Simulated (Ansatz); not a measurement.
```xyz
4

Cu    1.7966   -0.7936   -0.0924
Cu   -0.5543    0.3003    0.0278
F    -0.0500   -1.4994    0.0224
F    -1.1923    1.9928    0.0422
```

Geometry: PBE0-D4/def2-SVPD.

These are results of UKS PBE0-D4/def2-TZVPD in Ansatz, not measurements.

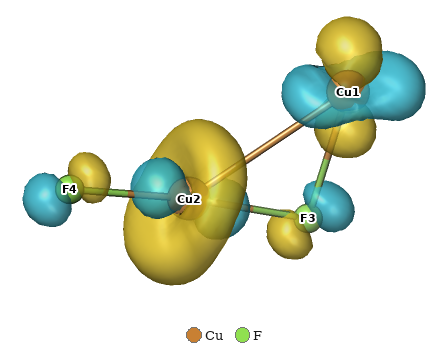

Cu2F2 (charge −1, doublet). The HOMO (β) at ±0.15 Å⁻³ᐟ² (yellow and cyan are the two phases), seen at a tilt.

> What is the character of this orbital?

It lies mainly on Cu2 (about 55 %) and Cu1 (about 40 %). Its energy is −1.85 eV.
